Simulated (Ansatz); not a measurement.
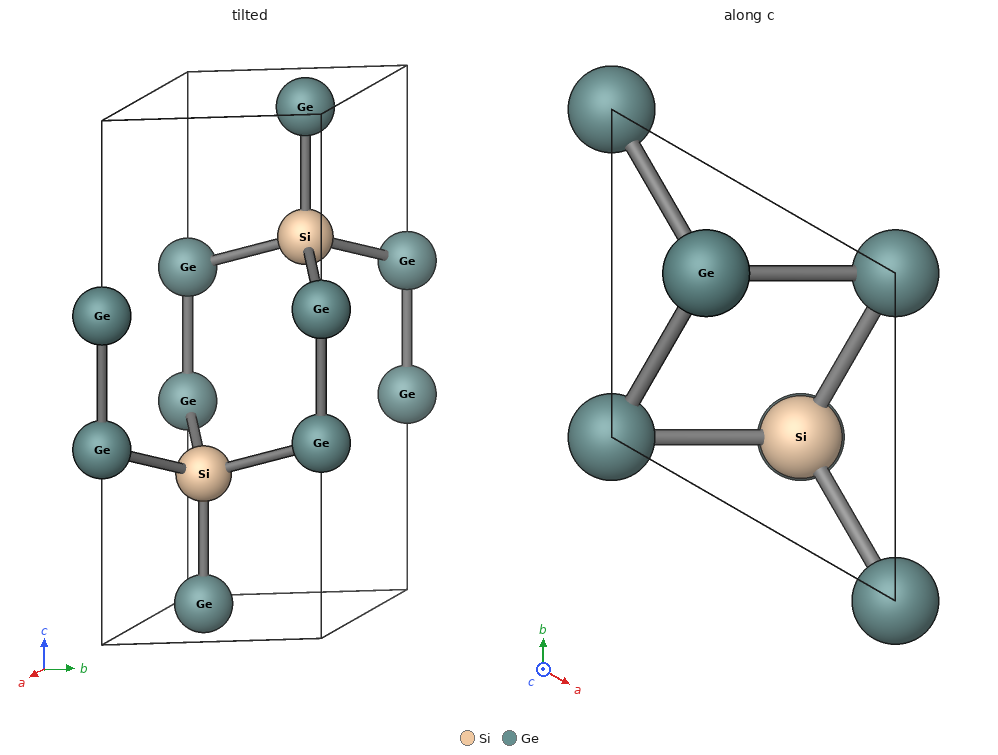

Shown here is a ball-and-stick view of the crystal, taken slightly off an axis and along the c axis. Atoms at the boundary of the conventional unit cell (the box) are drawn once for each face, edge or corner they touch.

SiGe₂, space group P-3m1 (No. 164), a = 3.954 Å, b = 3.954 Å, c = 9.656 Å, α = 90.00°, β = 90.00°, γ = 120.00°. The initial geometry was a structure type filled with these elements by a generator (whether the compound takes this form wasn't checked). Earlier steps of the study may have refined or changed the cell and positions. It went into a calculation with Ansatz.

This one geometry was computed with Ansatz (DFT, plane waves, PAW) at five levels of theory: PBE0, HSE06, r2SCAN, PBE and PBE with spin-orbit coupling. It was relaxed beforehand with r2SCAN.

Which level gives the highest pressure at this volume, and what does that say about its equilibrium volume?

Highest: PBE (2.6 GPa) and PBE with spin-orbit coupling (2.6 GPa), which points to the largest equilibrium volume. Lowest, with the smallest volume: PBE0 (0.1 GPa), HSE06 (0.3 GPa) and r2SCAN (0.0 GPa). Levels within 0.5 GPa of each other can't be told apart.

How does the band gap change with the level of theory?

PBE with spin-orbit coupling: a gap of 0.45 eV, indirect; PBE: a gap of 0.55 eV, indirect; r2SCAN: a gap of 0.74 eV, indirect; HSE06: a gap of 1.04 eV, indirect; PBE0: a gap of 1.66 eV, indirect.

Collect the results in a table.

| level | cutoff (eV) | k-mesh of the run's cell | gap (eV) | pressure (GPa) |
| --- | --- | --- | --- | --- |
| PBE0 | 420 | 6×6×2 | 1.66 | 0.1 |
| HSE06 | 420 | 6×6×2 | 1.04 | 0.3 |
| r2SCAN | 500 | 12×12×4 | 0.74 | 0.0 |
| PBE | 420 | 12×12×4 | 0.55 | 2.6 |
| PBE with spin-orbit coupling | 420 | 12×12×4 | 0.45 | 2.6 |

Gaps are taken on the k-mesh or band path of each run.
